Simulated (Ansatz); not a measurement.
# BNHO (sextet): wave-function methods side by side, cc-pVDZ

Aim: climb from Hartree-Fock through coupled cluster for BNHO (sextet) at one geometry and basis, and see what each rung misses.

Computed with Ansatz 0.2.0, Gaussian basis. Level: cc-pVDZ, core rule «outside noble gas», up to 3 orbitals frozen.

To be run: UHF; CCSD(T) on ROHF; CCSD(T) on UHF; BCCD(T) on ROHF; CISD as a restricted active space (open shells left free, so some higher excitations enter); CCSDT(Q) on ROHF; CCSDT(Q) on UHF.

31 further runs of the same task are left out: 6 for a known fault of the program, 12 that didn't finish, 13 set aside as unsound or not needed. Runs told in other sessions of the task aren't counted.

## 1. The system

The geometry is a PBE0/def2-TZVP stationary point (not a proven minimum) of the parent state, kept for this charge and spin.

4 atoms, charge 0, spin multiplicity 6.

Atoms are counted from 1 here; the program's logs count them from 0.

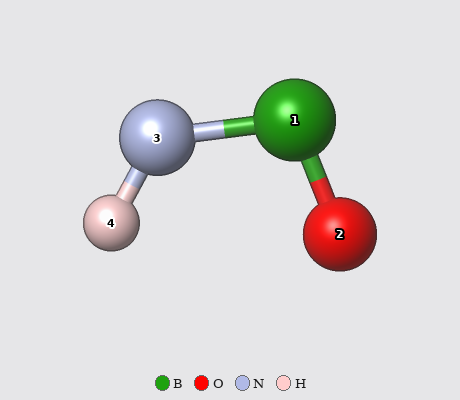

The geometry (boron green, oxygen red, nitrogen light blue, hydrogen pink); atoms are numbered from 1 in the order of the file.

In the tables R marks a restricted open-shell determinant and U an unrestricted one; energies count from the table's Hartree-Fock row.

## 2. UHF

Input file in.yaml:

```yaml
crystal:
  periodic: [false, false, false]
  atoms:
    - {symbol: B, position_ang: [0.000000, -0.641441, 0.112037]}
    - {symbol: O, position_ang: [0.000000, 0.293033, 1.012076]}
    - {symbol: N, position_ang: [0.000000, 0.081208, -1.152009]}
    - {symbol: H, position_ang: [0.000000, 1.100079, -1.258002]}
basis:
  gaussian: {orbitals: cc-pVDZ}
magnetization: {spin_polarized: true, initial_magnetization: 5}
hamiltonian: {xc: hf}
output: {orbitals: {seedname: orbitals}}
```

Launch:

```sh
ansatz run in.yaml --threads 1 --pin off --events-out ev --progress --plain --max-ram 2393MiB
```

What it wrote:

```text
Functional definition: HF
  name "HF"
  cite "Fock, Z. Phys. 61, 126 (1930) doi:10.1007/BF01340294"
  parent pbe
  exchange = exact_x
  correlation = 0
442 factors; integrals over basis functions are off by at most 1.4e-3 eV
mean field evaluation 1: about -4195.6917 eV, gradient 1.5e1 eV
mean field evaluation 2: about -4195.9322 eV, gradient 1.5e1 eV
mean field evaluation 4: about -4198.0995 eV, gradient 2.4e0 eV
mean field evaluation 8: about -4198.2733 eV, gradient 5.3e-1 eV
mean field evaluation 16: about -4198.2818 eV, gradient 3.7e-5 eV
mean field evaluation 32: about -4198.1793 eV, gradient 3.1e-1 eV
mean field evaluation 64: about -4190.5637 eV, gradient 2.3e1 eV
mean field evaluation 96: about -4198.1809 eV, gradient 8.0e-1 eV
mean field evaluation 128: about -4197.8349 eV, gradient 2.4e0 eV
mean field -4198.28180043 eV, -154.2840104681 hartree, gradient 8.4e-6 eV, S^2 8.771756; 3 other end points of the search recorded, 0 dependent functions left out
reference -4198.28180043 eV, -154.2840104681 hartree; 13, 8 occupied and 34, 39 virtual orbitals, 442 factors
Total energy: -4198.28180043 eV, -154.2840104681 hartree
```

It took 0.69 s on 1 thread of Arm Neoverse V1, shared host.

From the report: ⟨S²⟩ of the determinant 8.772 (pure sextet: 8.75).

## 3. CCSD(T) on ROHF

in.yaml, as its differences from that of step 2:

```diff
@@ -9,4 +9,3 @@
   gaussian: {orbitals: cc-pVDZ}
-magnetization: {spin_polarized: true, initial_magnetization: 5}
-hamiltonian: {xc: hf}
-output: {orbitals: {seedname: orbitals}}
+magnetization: {spin_polarized: false, initial_magnetization: 5}
+correlation: {method: ccsd_t, electrons: outside_noble_gas}
```

Launched as before.

What it wrote, shortened:

```text
Functional definition: HF
  name "HF"
  cite "Fock, Z. Phys. 61, 126 (1930) doi:10.1007/BF01340294"
  parent pbe
[...]
442 factors; integrals over basis functions are off by at most 1.4e-3 eV
[...]
mean field -4197.93004457 eV, -154.2710836787 hartree, gradient 1.9e-6 eV, S^2 8.750000; 13 other end points of the search recorded, 0 dependent functions left out
[...]
determinant -4197.93004457 eV, -154.2710836787 hartree, with singles and doubles -4207.07060287 eV, -154.6069930005 hartree
determinant -4197.73620290 eV, -154.2639601287 hartree, with singles and doubles -4206.75909265 eV, -154.5955452110 hartree
determinant -4196.17436734 eV, -154.2065637305 hartree, with singles and doubles -4205.24755771 eV, -154.5399973267 hartree
determinant -4195.52690511 eV, -154.1827699327 hartree, with singles and doubles -4204.61137335 eV, -154.5166179826 hartree
determinant -4197.93004457 eV, -154.2710836787 hartree, with singles and doubles -4207.07707980 eV, -154.6072310233 hartree
determinant -4197.73620290 eV, -154.2639601287 hartree, with singles and doubles -4206.76698603 eV, -154.5958352875 hartree
[...]
3 core orbitals not correlated: weight in the atoms' cores, before any rotation towards them, 1.000 or more for the frozen orbitals, at most 0.000 for the correlated occupied ones
reference -4197.93004457 eV, -154.2710836787 hartree; 10, 5 occupied and 34, 39 virtual orbitals, 442 factors
second order -7.84113387 eV of doubles, -0.22614407 eV of singles
cycle   1  -9.14703585 eV  change   -6.2e-7 eV  update   2.0e-6
perturbative correction -0.20395343 eV, -0.0074951503 hartree
Total energy: -4207.28103385 eV, -154.6147261964 hartree
```

It took 8.5 s on 1 thread of Arm Neoverse V1, shared host.

From the report: correlation -9.3510 eV; T1 0.040; largest double amplitude 0.04.

## 4. CCSD(T) on UHF

in.yaml, as its differences from that of step 3:

```diff
@@ -9,3 +9,3 @@
   gaussian: {orbitals: cc-pVDZ}
-magnetization: {spin_polarized: false, initial_magnetization: 5}
+magnetization: {spin_polarized: true, initial_magnetization: 5}
 correlation: {method: ccsd_t, electrons: outside_noble_gas}
```

The command is unchanged.

What it wrote, shortened:

```text
Functional definition: HF
  name "HF"
  cite "Fock, Z. Phys. 61, 126 (1930) doi:10.1007/BF01340294"
  parent pbe
[...]
442 factors; integrals over basis functions are off by at most 1.4e-3 eV
[...]
mean field -4198.28180043 eV, -154.2840104681 hartree, gradient 2.8e-6 eV, S^2 8.771756; 14 other end points of the search recorded, 0 dependent functions left out
determinant -4198.28180043 eV, -154.2840104681 hartree, with singles and doubles -4207.08069016 eV, -154.6073637017 hartree
determinant -4198.06760059 eV, -154.2761387692 hartree, with singles and doubles -4206.76776762 eV, -154.5958640104 hartree
determinant -4196.47853507 eV, -154.2177416886 hartree, with singles and doubles -4205.25448565 eV, -154.5402519236 hartree
determinant -4195.84909884 eV, -154.1946103338 hartree, with singles and doubles -4204.83832575 eV, -154.5249583297 hartree
determinant -4195.83532519 eV, -154.1941041613 hartree, with singles and doubles -4204.61925798 eV, -154.5169077373 hartree
determinant -4192.64847445 eV, -154.0769895570 hartree, with singles and doubles -4201.36327404 eV, -154.3972525347 hartree
determinant -4198.28180043 eV, -154.2840104681 hartree, with singles and doubles -4207.08533965 eV, -154.6075345672 hartree
determinant -4198.06760059 eV, -154.2761387692 hartree, with singles and doubles -4206.77354014 eV, -154.5960761465 hartree
3 core orbitals not correlated: weight in the atoms' cores, before any rotation towards them, 1.000 or more for the frozen orbitals, at most 0.000 for the correlated occupied ones
reference -4198.28180043 eV, -154.2840104681 hartree; 10, 5 occupied and 34, 39 virtual orbitals, 442 factors
second order -7.74561019 eV of doubles, -0.00000000 eV of singles
cycle   1  -8.80353975 eV  change   -5.3e-7 eV  update   1.8e-6
perturbative correction -0.19804489 eV, -0.0072780155 hartree
Total energy: -4207.28338506 eV, -154.6148126020 hartree
```

It took 9.5 s on 1 thread of Arm Neoverse V1, shared host.

From the report: ⟨S²⟩ of the determinant 8.772 (pure sextet: 8.75); correlation -9.0016 eV; T1 0.031; largest double amplitude 0.04.

## 5. BCCD(T) on ROHF

in.yaml, as its differences from that of step 4:

```diff
@@ -9,3 +9,3 @@
   gaussian: {orbitals: cc-pVDZ}
-magnetization: {spin_polarized: true, initial_magnetization: 5}
-correlation: {method: ccsd_t, electrons: outside_noble_gas}
+magnetization: {spin_polarized: false, initial_magnetization: 5}
+correlation: {method: bccd_t, electrons: outside_noble_gas}
```

Launched as before.

What it wrote, shortened:

```text
Functional definition: HF
  name "HF"
  cite "Fock, Z. Phys. 61, 126 (1930) doi:10.1007/BF01340294"
  parent pbe
[...]
442 factors; integrals over basis functions are off by at most 1.4e-3 eV
[...]
mean field -4197.93004457 eV, -154.2710836787 hartree, gradient 1.9e-6 eV, S^2 8.750000; 13 other end points of the search recorded, 0 dependent functions left out
[...]
determinant -4197.93004457 eV, -154.2710836787 hartree, with singles and doubles -4207.07060287 eV, -154.6069930005 hartree
determinant -4197.73620290 eV, -154.2639601287 hartree, with singles and doubles -4206.75909265 eV, -154.5955452110 hartree
determinant -4196.17436734 eV, -154.2065637305 hartree, with singles and doubles -4205.24755771 eV, -154.5399973267 hartree
determinant -4195.52690511 eV, -154.1827699327 hartree, with singles and doubles -4204.61137335 eV, -154.5166179826 hartree
determinant -4197.93004457 eV, -154.2710836787 hartree, with singles and doubles -4207.07707980 eV, -154.6072310233 hartree
determinant -4197.73620290 eV, -154.2639601287 hartree, with singles and doubles -4206.76698603 eV, -154.5958352875 hartree
[...]
3 core orbitals not correlated: weight in the atoms' cores, before any rotation towards them, 1.000 or more for the frozen orbitals, at most 0.000 for the correlated occupied ones
reference -4197.93004457 eV, -154.2710836787 hartree; 10, 5 occupied and 34, 39 virtual orbitals, 442 factors
second order -7.84113387 eV of doubles, -0.22614407 eV of singles
cycle   1  -9.13353932 eV  change    1.3e-2 eV  update   2.4e-2
[...]
cycle  11  -9.13154723 eV  change   -1.6e-6 eV  update   8.5e-6
perturbative correction -0.21953703 eV, -0.0080678371 hartree
Total energy: -4207.28112883 eV, -154.6147296869 hartree
```

It took 9 s on 1 thread of Arm Neoverse V1, shared host.

From the report: correlation -9.3511 eV; largest double amplitude 0.04.

## 6. CISD as a restricted active space (open shells left free, so some higher excitations enter)

in.yaml, as its differences from that of step 5:

```diff
@@ -10,2 +10,2 @@
 magnetization: {spin_polarized: false, initial_magnetization: 5}
-correlation: {method: bccd_t, electrons: outside_noble_gas}
+correlation: {active_space: {ras: {orbitals: [5, 5, 34], electrons: 15, max_holes: 2, max_particles: 2}, fixed_orbitals: true}}
```

The command is unchanged.

What it wrote, shortened:

```text
Functional definition: HF
  name "HF"
  cite "Fock, Z. Phys. 61, 126 (1930) doi:10.1007/BF01340294"
  parent pbe
[...]
442 factors; integrals over basis functions are off by at most 1.4e-3 eV
[...]
mean field -4197.93004457 eV, -154.2710836787 hartree, gradient 1.9e-6 eV, S^2 8.750000; 12 other end points of the search recorded, 0 dependent functions left out
reference -4197.93004457 eV, -154.2710836787 hartree; 13, 8 occupied and 34, 39 virtual orbitals, 442 factors
state -4206.39093566 eV, -154.5820156912 hartree
Total energy: -4206.39093566 eV, -154.5820156912 hartree
```

Run time: 54 s. Hardware: 1 thread of Arm Neoverse V1, shared host.

From the report: 735,168 determinants.

## 7. CCSDT(Q) on ROHF

in.yaml, as its differences from that of step 6:

```diff
@@ -10,2 +10,2 @@
 magnetization: {spin_polarized: false, initial_magnetization: 5}
-correlation: {active_space: {ras: {orbitals: [5, 5, 34], electrons: 15, max_holes: 2, max_particles: 2}, fixed_orbitals: true}}
+correlation: {method: ccsdt_q, electrons: outside_noble_gas}
```

Launched as before.

What it wrote, shortened:

```text
Functional definition: HF
  name "HF"
  cite "Fock, Z. Phys. 61, 126 (1930) doi:10.1007/BF01340294"
  parent pbe
[...]
865 factors; integrals over basis functions are off by at most 2.3e-7 eV
[...]
mean field -4197.93018490 eV, -154.2710888356 hartree, gradient 1.6e-6 eV, S^2 8.750000; 13 other end points of the search recorded, 0 dependent functions left out
[...]
determinant -4197.93018490 eV, -154.2710888356 hartree, with singles and doubles -4207.07073922 eV, -154.6069980113 hartree
determinant -4197.73634715 eV, -154.2639654300 hartree, with singles and doubles -4206.75922924 eV, -154.5955502307 hartree
determinant -4196.17454131 eV, -154.2065701239 hartree, with singles and doubles -4205.24771993 eV, -154.5400032882 hartree
determinant -4195.52707977 eV, -154.1827763511 hartree, with singles and doubles -4204.61153656 eV, -154.5166239804 hartree
determinant -4197.93018490 eV, -154.2710888356 hartree, with singles and doubles -4207.07721619 eV, -154.6072360358 hartree
determinant -4197.73634715 eV, -154.2639654300 hartree, with singles and doubles -4206.76712256 eV, -154.5958403050 hartree
3 core orbitals not correlated: weight in the atoms' cores, before any rotation towards them, 1.000 or more for the frozen orbitals, at most 0.000 for the correlated occupied ones
reference -4197.93018490 eV, -154.2710888356 hartree; 10, 5 occupied and 34, 39 virtual orbitals, 865 factors
second order -7.84115150 eV of doubles, -0.22614312 eV of singles
cycle   1  -8.73023253 eV  change   -6.6e-1 eV  update   8.9e-2
[...]
cycle  28  -9.38436812 eV  change   -5.4e-7 eV  update   1.1e-6
perturbative correction -0.01209429 eV, -0.0004444569 hartree
Total energy: -4207.32664730 eV, -154.6164024599 hartree
```

Wall time 98 s (1 thread of Arm Neoverse V1, shared host); peak memory 0.97 GiB.

From the report: correlation -9.3965 eV; T1 0.042; largest double amplitude 0.05.

## 8. CCSDT(Q) on UHF

in.yaml, as its differences from that of step 7:

```diff
@@ -9,3 +9,3 @@
   gaussian: {orbitals: cc-pVDZ}
-magnetization: {spin_polarized: false, initial_magnetization: 5}
+magnetization: {spin_polarized: true, initial_magnetization: 5}
 correlation: {method: ccsdt_q, electrons: outside_noble_gas}
```

Launched as before.

What it wrote, shortened:

```text
Functional definition: HF
  name "HF"
  cite "Fock, Z. Phys. 61, 126 (1930) doi:10.1007/BF01340294"
  parent pbe
[...]
865 factors; integrals over basis functions are off by at most 2.3e-7 eV
[...]
mean field -4198.28193909 eV, -154.2840155637 hartree, gradient 2.4e-6 eV, S^2 8.771756; 13 other end points of the search recorded, 0 dependent functions left out
determinant -4198.28193909 eV, -154.2840155637 hartree, with singles and doubles -4207.08082652 eV, -154.6073687127 hartree
determinant -4198.06774256 eV, -154.2761439866 hartree, with singles and doubles -4206.76790417 eV, -154.5958690284 hartree
determinant -4196.47870403 eV, -154.2177478977 hartree, with singles and doubles -4205.25464780 eV, -154.5402578827 hartree
determinant -4195.84924310 eV, -154.1946156353 hartree, with singles and doubles -4204.83846645 eV, -154.5249635002 hartree
determinant -4195.83549611 eV, -154.1941104428 hartree, with singles and doubles -4204.61942056 eV, -154.5169137122 hartree
determinant -4192.64862055 eV, -154.0769949258 hartree, with singles and doubles -4201.36341737 eV, -154.3972578018 hartree
determinant -4198.28193909 eV, -154.2840155637 hartree, with singles and doubles -4207.08547567 eV, -154.6075395660 hartree
determinant -4198.06774256 eV, -154.2761439866 hartree, with singles and doubles -4206.77367624 eV, -154.5960811481 hartree
3 core orbitals not correlated: weight in the atoms' cores, before any rotation towards them, 1.000 or more for the frozen orbitals, at most 0.000 for the correlated occupied ones
reference -4198.28193909 eV, -154.2840155637 hartree; 10, 5 occupied and 34, 39 virtual orbitals, 865 factors
second order -7.74562730 eV of doubles, -0.00000000 eV of singles
cycle   1  -8.40818033 eV  change   -6.6e-1 eV  update   8.5e-2
[...]
cycle  28  -9.03497501 eV  change   -5.5e-7 eV  update   1.0e-6
perturbative correction -0.01454248 eV, -0.0005344264 hartree
Total energy: -4207.33145658 eV, -154.6165791977 hartree
```

It took 87 s on 1 thread of Arm Neoverse V1, shared host; peak memory 0.71 GiB.

From the report: ⟨S²⟩ of the determinant 8.772 (pure sextet: 8.75); correlation -9.0495 eV; T1 0.033; largest double amplitude 0.05.

## 9. All levels against the top one

The yardstick is UCCSDT(Q), where the cluster series has nearly closed. Rows without a time are mean-field rows or come out of runs for another level: lower rungs of the coupled-cluster runs, or the Hartree-Fock search.

Differences are taken before rounding.

| method | energy from the lowest ROHF (kcal/mol) | from UCCSDT(Q) (kcal/mol) | time |
| --- | --- | --- | --- |
| ROHF | 0.00 | +216.80 |  |
| UHF | -8.11 | +208.69 |  |
| RMP2 | -186.04 | +30.77 |  |
| UMP2 | -186.73 | +30.07 |  |
| CISD | -195.11 | +21.69 | 54 s |
| RCCSD | -210.94 | +5.87 |  |
| UCCSD | -211.13 | +5.68 |  |
| RCCSD(T) | -215.64 | +1.16 | 8.5 s |
| UCCSD(T) | -215.69 | +1.11 | 9.5 s |
| BCCD(T) | -215.64 | +1.16 | 9 s |
| RCCSDT | -216.41 | +0.39 |  |
| UCCSDT | -216.47 | +0.34 |  |
| RCCSDT(Q) | -216.69 | +0.11 | 98 s |
| UCCSDT(Q) | -216.80 | 0 | 87 s |

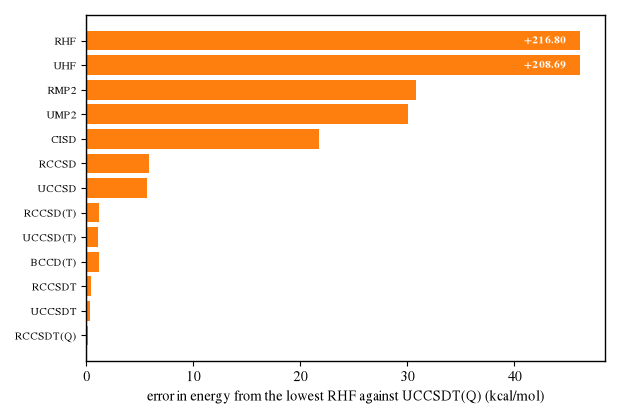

Deviations from UCCSDT(Q), method by method. Bars with a number in them are cut short.

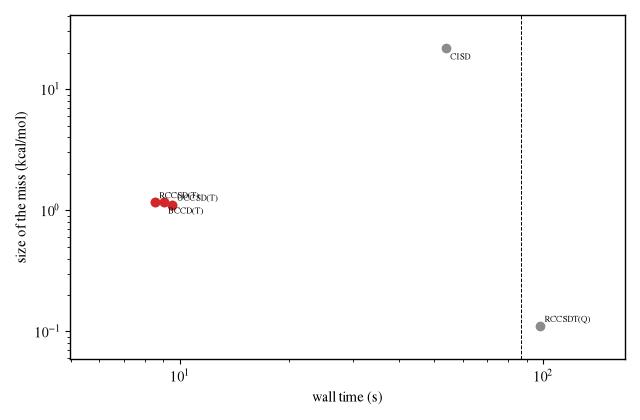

Accuracy for the time spent; red marks the levels that beat every quicker one drawn (of those quicker than the yardstick), and the dashed line is the time of UCCSDT(Q). Times are from a shared host.

## 10. What came out

```
                         quantity                      value
    UCCSDT(Q) from the ROHF energy                 -9.4014 eV
              RMP2 from UCCSDT(Q)            +30.77 kcal/mol
              UMP2 from UCCSDT(Q)            +30.07 kcal/mol
             RCCSD from UCCSDT(Q)             +5.87 kcal/mol
          RCCSD(T) from UCCSDT(Q)             +1.16 kcal/mol
          UCCSD(T) from UCCSDT(Q)             +1.11 kcal/mol
         RCCSDT(Q) from UCCSDT(Q)             +0.11 kcal/mol
levels within 1 kcal/mol (43 meV)  RCCSDT, UCCSDT, RCCSDT(Q)
                    T1 diagnostic                      0.040
```

**Reading.** RCCSD(T) misses by +1.16 kcal/mol, 0.5 % of the correlation energy. These misses are within one basis, not against nature; the frozen cores of restricted and unrestricted runs differ, which can shift their rows.

With open shells the CI space here admits some higher excitations, so it is larger than plain CISD.

UCCSD(T) reaches 1.11 kcal/mol from the reference in 9.5 s, where UCCSDT(Q) took 87 s; the quickest level in the cost chart, RCCSD(T), takes 8.5 s and misses by 1.16 kcal/mol.
